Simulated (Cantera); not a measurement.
Feed: 1 mol CH3SiCl3, 1.1 mol H2, at 1.33 mbar.

Equilibrium computed with Cantera from the NASA thermochemical tables; the gas is ideal and each condensed phase is pure. Candidate condensed phases: C, C6H6, C7H8, C8H18, Si, SiC; 109 gas species. The feed counts by its element totals alone. The tables' values for SiCl3, SiCl are old estimates; treat these amounts as uncertain. Rates play no part.

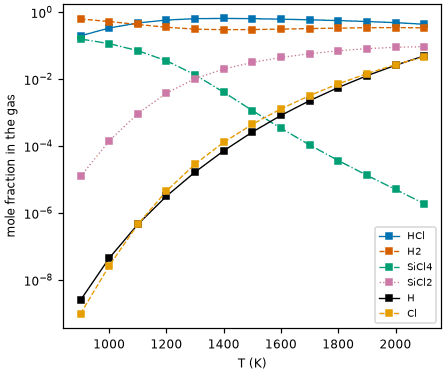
Equilibrium gas composition (values under 1e-9 drawn at 1e-9)

Question: Read off the mole fractions at 2100 K.

Answer: HCl about 0.45, H2 about 0.35, SiCl2 about 0.095, H about 0.050, Cl about 0.047, SiCl4 about 1.9e-6.
